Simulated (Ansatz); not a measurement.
## Geometry relaxation, with input and output: BH3ClO2F

System: BH3ClO2F.
Method: RKS r2SCAN-D4/def2-SVP (Ansatz 0.2.0).

It belongs to a series of runs on one base structure; here: end point A relaxed. Figures and captions count atoms from 1; the log counts them from 0 in places.

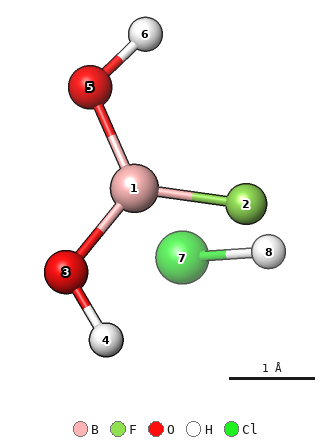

The starting structure (ball-and-stick view, seen at a tilt; atoms are numbered from 1 in the order of the input). Bond lengths as drawn: B–F 1.34 Å, B–O 1.35 Å, Cl–H 1.33 Å and H–O 0.96 Å.

## Key numbers

- outcome: converged
- total energy: −20049.4775 eV
- mean-field energy: −20049.4449 eV
- largest force (length of the vector) at the end: 0.015 eV/Å
- hardware: 2 threads of AMD EPYC (Zen 3), 32 GiB of memory available, shared host
- wall time: 20 s (CPU time 39 s)
- peak memory: 0.18 GiB

## Input file
```yaml
crystal:
  periodic: [false, false, false]
  atoms:
    - { symbol: B, position_ang: [-0.023018, -0.419203, -0.198028] }
    - { symbol: F, position_ang: [0.065517, -0.579086, 1.134166] }
    - { symbol: O, position_ang: [1.09618, -0.439561, -0.957072] }
    - { symbol: H, position_ang: [1.901436, -0.541661, -0.437674] }
    - { symbol: O, position_ang: [-1.23111, -0.315566, -0.793908] }
    - { symbol: H, position_ang: [-1.960418, -0.283251, -0.165204] }
    - { symbol: Cl, position_ang: [0.003629, 2.447912, 0.89032] }
    - { symbol: H, position_ang: [0.085085, 1.446116, 1.762601] }
basis:
  gaussian: { orbitals: def2-SVP }
hamiltonian:
  xc: r2scan
  dispersion: d4
relax:
  f_tol: 0.03
  max_steps: 50
```

Run as:
```bash
ansatz run input.yaml --threads 2 --pin off --max-ram 3072MiB --backend cpu --events-out ev --progress --plain --runs-dir out
```

## The program's output
```
The last accepted step is kept in [file] (removed where the run ends without a failure and the disk answers)
Engine: ansatz 0.2.0, x86_64-unknown-linux-gnu
Functional definition: r2SCAN
  parameter k0 = 0.174
  parameter k1 = 0.065
  parameter a1 = 4.9479
  exchange = r2scan_x(k0 = k0, k1 = k1, a1 = a1)
  correlation = r2scan_c
957 factors; their error is unknown
mean field evaluation 1: about -20042.1757 eV, gradient 6.6e1 eV
mean field evaluation 2: about -20031.0041 eV, gradient 1.0e2 eV
mean field evaluation 4: about -20049.3941 eV, gradient 4.0e0 eV
mean field evaluation 8: about -20049.4238 eV, gradient 3.6e-2 eV
mean field evaluation 16: about -20049.3859 eV, gradient 1.4e-5 eV
mean field -20049.38589082 eV, -736.8013415259 hartree, gradient 1.4e-5 eV, S^2 0.000000; 0 other end points of the search recorded, 0 dependent functions left out
the calculation of the forces begins
reference -20049.38589885 eV, -736.8013418207 hartree; 25, 25 occupied and 64, 64 virtual orbitals, 957 factors
relax step   1: F+E_penalty+E_count = -20049.41990246 eV  Δ(F+E_penalty+E_count) = +0.000e0 eV  max|allowed force component| = 8.910e-1 eV/Å  Δτ_max = 0.0000 Å  (27 SCF iters, accepted)
these checks for a lower state are left out or cut short: starts, cluster_reference, orbital_swaps, neighbouring_geometries, increment
957 factors; their error is unknown
mean field -20049.41949881 eV, -736.8025765966 hartree, gradient 1.0e-5 eV, S^2 0.000000; 0 other end points of the search recorded, 0 dependent functions left out
the calculation of the forces begins
reference -20049.41950686 eV, -736.8025768926 hartree; 25, 25 occupied and 64, 64 virtual orbitals, 957 factors
relax step   2: F+E_penalty+E_count = -20049.45272221 eV  Δ(F+E_penalty+E_count) = -3.282e-2 eV  max|allowed force component| = 8.075e-1 eV/Å  Δτ_max = 0.1950 Å  (28 SCF iters, accepted)
these checks for a lower state are left out or cut short: starts, cluster_reference, orbital_swaps, neighbouring_geometries, increment
957 factors; their error is unknown
mean field -20049.40369765 eV, -736.8019959146 hartree, gradient 5.8e-6 eV, S^2 0.000000; 0 other end points of the search recorded, 0 dependent functions left out
the calculation of the forces begins
reference -20049.40370568 eV, -736.8019962097 hartree; 25, 25 occupied and 64, 64 virtual orbitals, 957 factors
relax step   3: F+E_penalty+E_count = -20049.43719368 eV  Δ(F+E_penalty+E_count) = +1.553e-2 eV  max|allowed force component| = 1.018e0 eV/Å  Δτ_max = 0.0978 Å  (30 SCF iters, rejected (line search))
these checks for a lower state are left out or cut short: starts, cluster_reference, orbital_swaps, neighbouring_geometries, increment
957 factors; their error is unknown
mean field evaluation 32: about -20049.4259 eV, gradient 4.0e0 eV
mean field -20049.43953390 eV, -736.8033128727 hartree, gradient 9.8e-6 eV, S^2 0.000000; 0 other end points of the search recorded, 0 dependent functions left out
the calculation of the forces begins
reference -20049.43954192 eV, -736.8033131672 hartree; 25, 25 occupied and 64, 64 virtual orbitals, 957 factors
relax step   4: F+E_penalty+E_count = -20049.47265406 eV  Δ(F+E_penalty+E_count) = -1.993e-2 eV  max|allowed force component| = 2.206e-1 eV/Å  Δτ_max = 0.0475 Å  (30 SCF iters, accepted)
these checks for a lower state are left out or cut short: starts, cluster_reference, orbital_swaps, neighbouring_geometries, increment
957 factors; their error is unknown
mean field -20049.44296685 eV, -736.8034390313 hartree, gradient 4.4e-6 eV, S^2 0.000000; 0 other end points of the search recorded, 0 dependent functions left out
the calculation of the forces begins
reference -20049.44297489 eV, -736.8034393268 hartree; 25, 25 occupied and 64, 64 virtual orbitals, 957 factors
relax step   5: F+E_penalty+E_count = -20049.47589777 eV  Δ(F+E_penalty+E_count) = -3.244e-3 eV  max|allowed force component| = 7.329e-2 eV/Å  Δτ_max = 0.0522 Å  (29 SCF iters, accepted)
these checks for a lower state are left out or cut short: starts, cluster_reference, orbital_swaps, neighbouring_geometries, increment
957 factors; their error is unknown
mean field -20049.44422744 eV, -736.8034853570 hartree, gradient 1.0e-5 eV, S^2 0.000000; 0 other end points of the search recorded, 0 dependent functions left out
the calculation of the forces begins
reference -20049.44423548 eV, -736.8034856527 hartree; 25, 25 occupied and 64, 64 virtual orbitals, 957 factors
relax step   6: F+E_penalty+E_count = -20049.47695930 eV  Δ(F+E_penalty+E_count) = -1.062e-3 eV  max|allowed force component| = 5.430e-2 eV/Å  Δτ_max = 0.0496 Å  (29 SCF iters, accepted)
these checks for a lower state are left out or cut short: starts, cluster_reference, orbital_swaps, neighbouring_geometries, increment
957 factors; their error is unknown
mean field -20049.44475399 eV, -736.8035047072 hartree, gradient 9.7e-6 eV, S^2 0.000000; 0 other end points of the search recorded, 0 dependent functions left out
the calculation of the forces begins
reference -20049.44476204 eV, -736.8035050032 hartree; 25, 25 occupied and 64, 64 virtual orbitals, 957 factors
relax step   7: F+E_penalty+E_count = -20049.47738032 eV  Δ(F+E_penalty+E_count) = -4.210e-4 eV  max|allowed force component| = 4.416e-2 eV/Å  Δτ_max = 0.0277 Å  (28 SCF iters, accepted)
these checks for a lower state are left out or cut short: starts, cluster_reference, orbital_swaps, neighbouring_geometries, increment
957 factors; their error is unknown
mean field evaluation 64: about -20049.4449 eV, gradient 1.3e-4 eV
mean field -20049.44490257 eV, -736.8035101677 hartree, gradient 9.5e-6 eV, S^2 0.000000; 0 other end points of the search recorded, 0 dependent functions left out
the calculation of the forces begins
reference -20049.44491063 eV, -736.8035104636 hartree; 25, 25 occupied and 64, 64 virtual orbitals, 957 factors
relax step   8: F+E_penalty+E_count = -20049.47749341 eV  Δ(F+E_penalty+E_count) = -1.131e-4 eV  max|allowed force component| = 1.441e-2 eV/Å  Δτ_max = 0.0092 Å  (29 SCF iters, accepted)
```

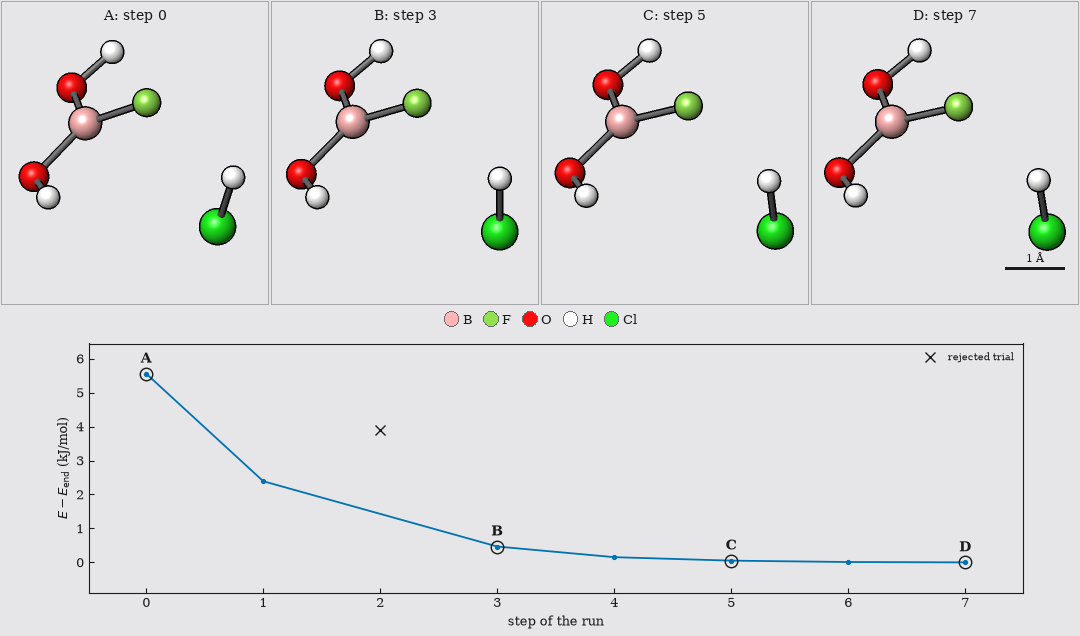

Frames of the relaxation (ball-and-stick view, seen at a tilt) above the curves, on which the letters mark them (the first geometry is step 0 here and step 1 in the log).

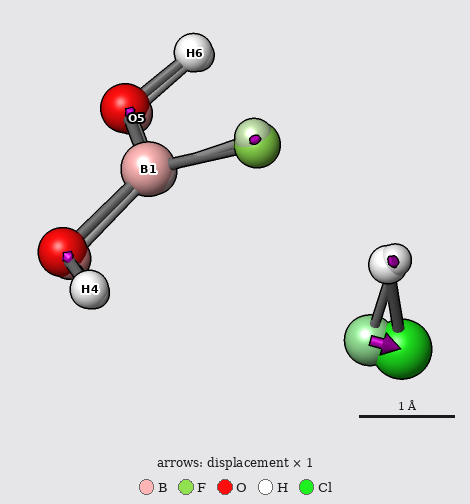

Start (faint) and end (solid) with the displacements as pink arrows, at true length (ball-and-stick view, seen at a tilt). The two geometries are laid on each other by the best rigid fit. Cl7 moves most after the best rigid fit: 0.35 Å. Largest moves by element: Cl 0.35 Å, O 0.11 Å, H 0.11 Å, F 0.09 Å, B 0.06 Å. Distances before and after: Cl7–H8 1.331 → 1.291 Å, B1–F2 1.345 → 1.364 Å. After 7 geometry steps the energy has fallen by 5.56 kJ/mol. The largest force component goes from 0.89 to 0.014 eV/Å. The line search rejected the trial step at point 2 (counted from 0) and went back. (Atoms are counted from 1 in the order of the input.)

```
957 factors; their error is unknown
mean field -20049.44490257 eV, -736.8035101677 hartree, gradient 9.4e-6 eV, S^2 0.000000; 1 other end points of the search recorded, 0 dependent functions left out
the calculation of the forces begins
reference -20049.44491063 eV, -736.8035104636 hartree; 25, 25 occupied and 64, 64 virtual orbitals, 957 factors
Total energy: -20049.47750146 eV, -736.8047081549 hartree
Atom 0 at    -0.023728    -0.469274    -0.237428 Å, force     0.002992    -0.003903    -0.014408 eV/Å
Atom 1 at     0.071993    -0.486287     1.122974 Å, force     0.001198     0.004176     0.007960 eV/Å
Atom 2 at     1.094540    -0.548238    -0.988198 Å, force    -0.007806     0.002450     0.000468 eV/Å
Atom 3 at     1.898767    -0.593619    -0.458949 Å, force     0.002442    -0.001581     0.004614 eV/Å
Atom 4 at    -1.235260    -0.403190    -0.825813 Å, force     0.002759     0.002985    -0.001290 eV/Å
Atom 5 at    -1.958216    -0.332825    -0.192290 Å, force    -0.001114    -0.001153     0.003561 eV/Å
Atom 6 at     0.004061     2.669290     1.159789 Å, force     0.000100    -0.014003     0.004877 eV/Å
Atom 7 at     0.085143     1.479844     1.655116 Å, force    -0.000570     0.011029    -0.005782 eV/Å
Dipole moment:     0.036453    -0.275614     0.368413 e Å
```

## Trajectory as extended XYZ (Å, eV, eV/Å), 8 frames, from step=1 to step=8
```
8
Properties=species:S:1:pos:R:3:forces:R:3 step=1 energy=-20049.41990
B    -0.0230   -0.4192   -0.1980   -0.0182  -0.0682  -0.7074
F     0.0655   -0.5791    1.1342    0.0374  -0.0983   0.6706
O     1.0962   -0.4396   -0.9571   -0.0040  -0.0037  -0.0155
H     1.9014   -0.5417   -0.4377   -0.0221   0.0092   0.0138
O    -1.2311   -0.3156   -0.7939   -0.0126   0.0028  -0.0227
H    -1.9604   -0.2833   -0.1652    0.0132  -0.0034   0.0110
Cl    0.0036    2.4479    0.8903    0.0759  -0.7293   0.8355
H     0.0851    1.4461    1.7626   -0.0696   0.8910  -0.7854
8
Properties=species:S:1:pos:R:3:forces:R:3 step=2 energy=-20049.45272
B    -0.0259   -0.4705   -0.2146    0.0091   0.1153  -0.3708
F     0.0635   -0.6013    1.1301    0.0071   0.0176   0.2761
O     1.0954   -0.4742   -0.9700   -0.0427  -0.0477   0.0332
H     1.8999   -0.5575   -0.4459   -0.0056  -0.0099   0.0077
O    -1.2333   -0.3525   -0.8090    0.0338  -0.0266   0.0280
H    -1.9601   -0.3067   -0.1780   -0.0037  -0.0243   0.0081
Cl    0.0124    2.5997    1.0125    0.0513  -0.8075   0.5272
H     0.0855    1.4787    1.7100   -0.0494   0.7830  -0.5096
8
Properties=species:S:1:pos:R:3:forces:R:3 step=3 energy=-20049.43719 accepted=F
B    -0.0212   -0.4453   -0.2321   -0.0910  -0.2537   0.8788
F     0.0679   -0.5535    1.1421   -0.0018   0.1038  -0.5369
O     1.0936   -0.5217   -0.9753    0.4394   0.0979  -0.1053
H     1.9045   -0.5373   -0.4476   -0.2005  -0.0534  -0.0935
O    -1.2304   -0.3496   -0.8098   -0.2980   0.0746  -0.0797
H    -1.9566   -0.2772   -0.1763    0.1527  -0.0334  -0.0719
Cl   -0.0201    2.5080    1.0021   -0.1027   1.0176  -0.6417
H     0.0995    1.4924    1.7321    0.1019  -0.9534   0.6502
8
Properties=species:S:1:pos:R:3:forces:R:3 step=4 energy=-20049.47265
B    -0.0237   -0.4628   -0.2245   -0.0136  -0.0763   0.2206
F     0.0687   -0.5669    1.1364   -0.0112   0.0863  -0.1467
O     1.0940   -0.5034   -0.9757    0.1257   0.0244  -0.0244
H     1.9014   -0.5507   -0.4493   -0.0665  -0.0236  -0.0253
O    -1.2340   -0.3649   -0.8088   -0.0864   0.0302  -0.0177
H    -1.9588   -0.3098   -0.1747    0.0461  -0.0281  -0.0206
Cl    0.0317    2.6010    1.0559   -0.0068   0.0866  -0.0297
H     0.0578    1.4733    1.6758    0.0128  -0.0993   0.0439
8
Properties=species:S:1:pos:R:3:forces:R:3 step=5 energy=-20049.47590
B    -0.0261   -0.4682   -0.2300   -0.0218   0.0202   0.0733
F     0.0640   -0.5316    1.1304    0.0060   0.0203  -0.0440
O     1.0944   -0.5207   -0.9789    0.0403  -0.0010  -0.0138
H     1.8989   -0.5673   -0.4495   -0.0249  -0.0161  -0.0043
O    -1.2355   -0.3807   -0.8201   -0.0170  -0.0069  -0.0164
H    -1.9613   -0.3193   -0.1886    0.0196  -0.0122   0.0016
Cl    0.0011    2.6243    1.0913    0.0068  -0.0367   0.0340
H     0.1016    1.4792    1.6806   -0.0090   0.0324  -0.0303
8
Properties=species:S:1:pos:R:3:forces:R:3 step=6 energy=-20049.47696
B    -0.0256   -0.4657   -0.2343   -0.0164  -0.0366  -0.0257
F     0.0656   -0.5018    1.1254    0.0133   0.0193   0.0201
O     1.0947   -0.5389   -0.9833   -0.0138   0.0190  -0.0030
H     1.8982   -0.5848   -0.4532    0.0021  -0.0084   0.0084
O    -1.2358   -0.3952   -0.8258    0.0178   0.0099  -0.0105
H    -1.9609   -0.3278   -0.1946    0.0016  -0.0023   0.0107
Cl   -0.0106    2.6497    1.1322    0.0111  -0.0543   0.0308
H     0.1117    1.4803    1.6687   -0.0156   0.0534  -0.0308
8
Properties=species:S:1:pos:R:3:forces:R:3 step=7 energy=-20049.47738
B    -0.0245   -0.4700   -0.2368    0.0068   0.0288  -0.0442
F     0.0704   -0.4851    1.1230    0.0042  -0.0131   0.0272
O     1.0946   -0.5463   -0.9873   -0.0287  -0.0072   0.0033
H     1.8986   -0.5913   -0.4580    0.0090  -0.0019   0.0102
O    -1.2356   -0.4026   -0.8263    0.0146  -0.0094  -0.0028
H    -1.9591   -0.3319   -0.1936   -0.0042  -0.0001   0.0083
Cl    0.0013    2.6637    1.1530    0.0037  -0.0393   0.0203
H     0.0915    1.4792    1.6612   -0.0054   0.0424  -0.0223
8
Properties=species:S:1:pos:R:3:forces:R:3 step=8 energy=-20049.47749
B    -0.0237   -0.4693   -0.2374    0.0030  -0.0039  -0.0144
F     0.0720   -0.4863    1.1230    0.0012   0.0042   0.0080
O     1.0945   -0.5482   -0.9882   -0.0078   0.0024   0.0005
H     1.8988   -0.5936   -0.4589    0.0024  -0.0016   0.0046
O    -1.2353   -0.4032   -0.8258    0.0028   0.0030  -0.0013
H    -1.9582   -0.3328   -0.1923   -0.0011  -0.0012   0.0036
Cl    0.0041    2.6693    1.1598    0.0001  -0.0140   0.0049
H     0.0851    1.4798    1.6551   -0.0006   0.0110  -0.0058
```
